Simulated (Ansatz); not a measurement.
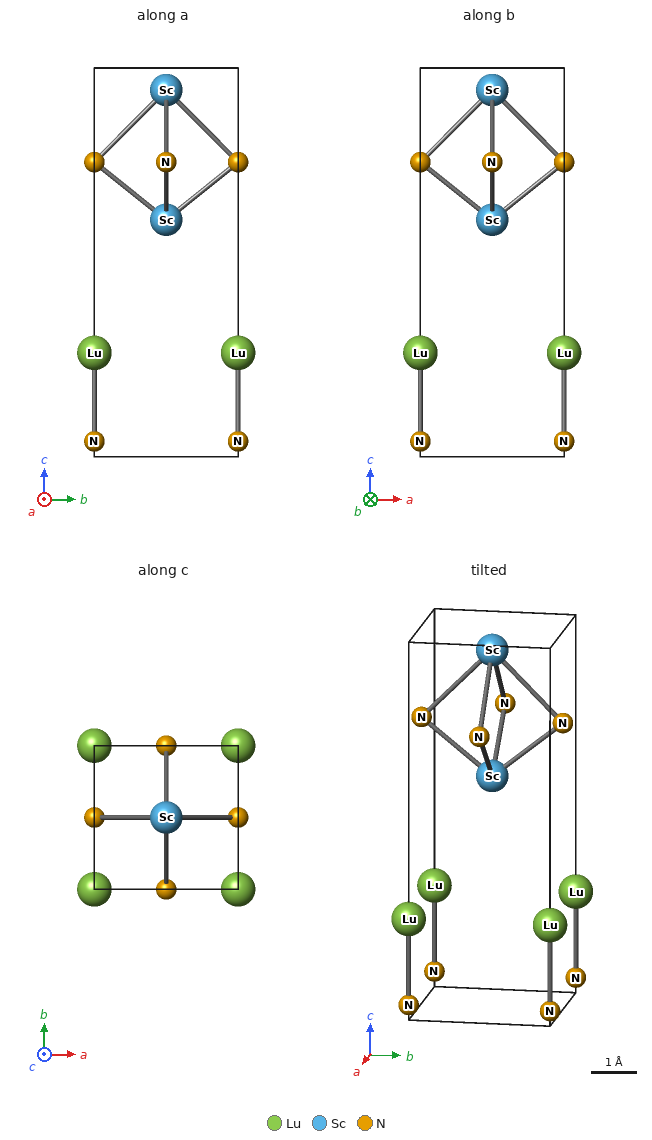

The crystal in a ball-and-stick representation, seen along the a axis, along the b axis, along the c axis and slightly off an axis. The conventional unit cell is outlined; an atom on or near a face, edge or corner is repeated at each equivalent position.

Lattice parameters: a = 3.2461 Å, b = 3.2461 Å, c = 8.7857 Å, α = 90.000°, β = 90.000°, γ = 90.000°.

Convert the drawing into a CIF with its space group and independent sites, with free fractional coordinates to two decimals.

```cif
data_structure
_symmetry_space_group_name_H-M 'P 4 m m'
_symmetry_Int_Tables_number 99
_cell_length_a 3.2461
_cell_length_b 3.2461
_cell_length_c 8.7857
_cell_angle_alpha 90.000
_cell_angle_beta 90.000
_cell_angle_gamma 90.000
_cell_volume 92.57
loop_
_atom_site_label
_atom_site_type_symbol
_atom_site_symmetry_multiplicity
_atom_site_Wyckoff_symbol
_atom_site_fract_x
_atom_site_fract_y
_atom_site_fract_z
_atom_site_occupancy
Lu1 Lu 1 a 0.00 0.00 0.27 1
Sc1 Sc 1 b 0.50 0.50 0.61 1
Sc2 Sc 1 b 0.50 0.50 0.94 1
N1 N 2 c 0.50 0.00 0.76 1
N2 N 1 a 0.00 0.00 0.04 1
```

The structure comes from a random cell made by a generator, so it need not be a real form of the compound. Earlier steps of the study may have refined or changed the cell and positions. Ansatz was used for an electronic-structure calculation on it.
